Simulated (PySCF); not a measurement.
# C$_{5}$H$_{14}$FNSi$_{2}$: what the fields show

```
atom    x (Å)    y (Å)    z (Å)
   C   2.8140   1.0298   0.4670
   C   2.1709  -0.0857   0.1710
   F   2.3370  -1.1663   0.9860
   C   1.2056  -0.3370  -0.9157
  Si  -0.5917  -0.5061  -0.1768
   C  -1.7425  -0.3717  -1.6939
  Si  -0.8176  -2.4445   1.0640
   N  -0.9609   0.8230   0.8675
   C  -0.9950   2.2133   0.4673
   H   2.7107   1.9014  -0.1502
   H   3.4658   1.0941   1.3190
   H   1.4750  -1.2624  -1.4251
   H   1.2602   0.4770  -1.6360
   H  -1.5688   0.5303  -2.2739
   H  -1.6074  -1.2168  -2.3625
   H  -2.7812  -0.3658  -1.3799
   H  -0.2632  -2.3446   2.4154
   H  -0.1510  -3.5734   0.4098
   H  -2.2234  -2.8337   1.2188
   H  -0.6988   0.7330   1.8379
   H  -1.6707   2.7716   1.1179
   H  -1.3649   2.2775  -0.5523
   H  -0.0068   2.6841   0.5078
```

Geometry: GFN2-xTB.

Theory: PySCF 2.14.0, PBE0/pcSseg-1, SCF density, gas phase, non-relativistic.

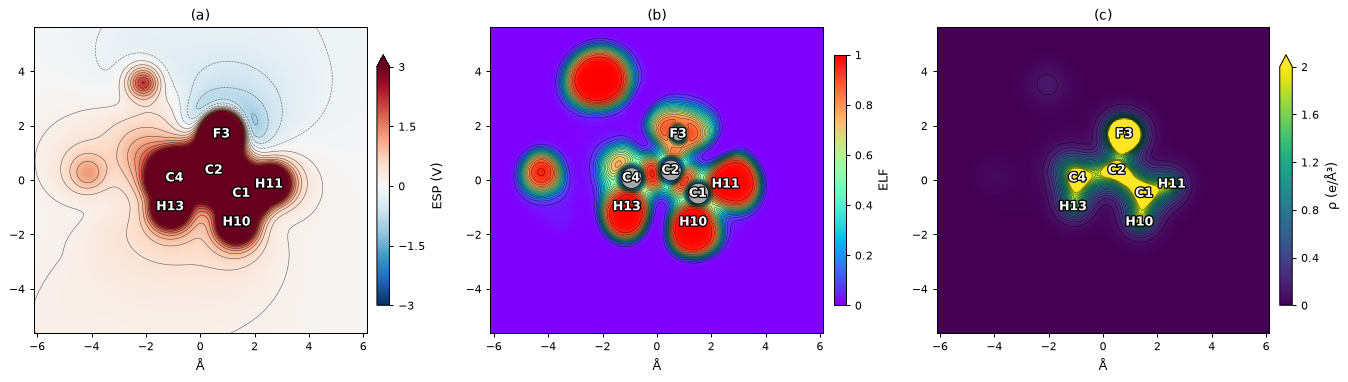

Figure 1. (a) molecular electrostatic potential; (b) electron localisation function; (c) electron density on the plane of atoms F3, C2 and C4. Grey discs cover the atomic cores in the ELF map.

Read the bonding off the picture.

Answer.
- Atoms in the plane: C, F and H.
- C–C (1.32 Å): the density is about 2.4 e/Å³ at the midpoint; the ELF peaks at about 0.95 between the atoms; a short, multiple covalent bond.
- C–F (1.36 Å): the density is about 2.2 e/Å³ at the midpoint, with its minimum of 1.7 e/Å³ about 0.5 Å from C; the ELF peaks at about 0.85 between the atoms, as expected for a polar covalent bond.
- The ELF also peaks beside F3, away from the bonds: lone-pair regions.
- Outside the dense part of the molecule the potential is most negative (−1.0 V) near F3.

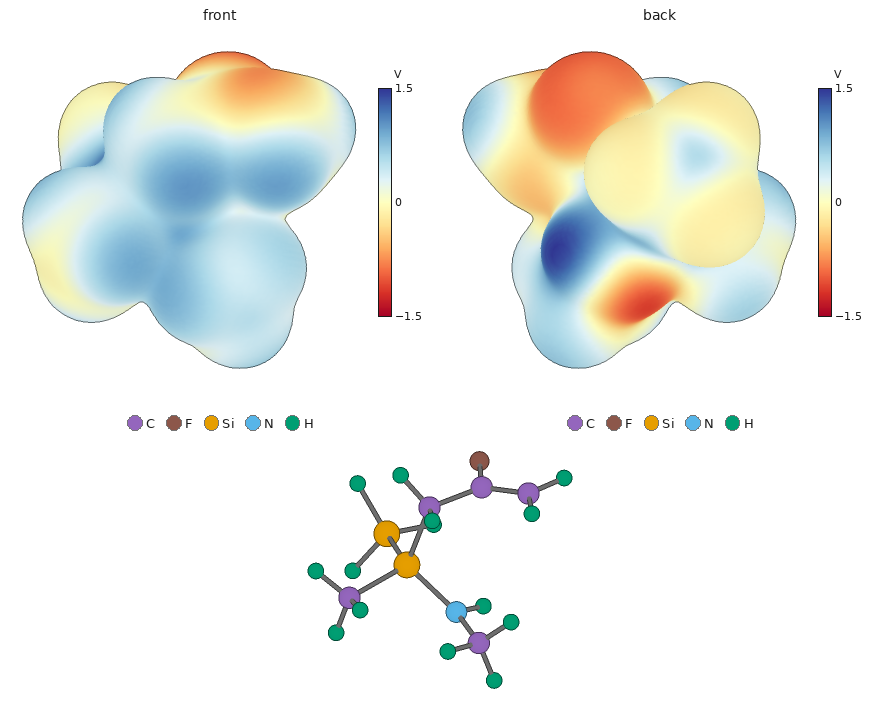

Figure 2. The electrostatic potential painted on the density surface at 0.002 e/bohr³, seen from the front and from behind; the colour scale runs from red (negative) to blue (positive). The bare structure is drawn below in the same view.

Describe the electrostatic potential map.

Answer. The most negative region (about −1.0 V, or −23 kcal/mol for a unit charge) lies over N8, the most positive (about +1.4 V, or +32 kcal/mol for a unit charge) over H20. N8 is the likeliest acceptor of a hydrogen bond.
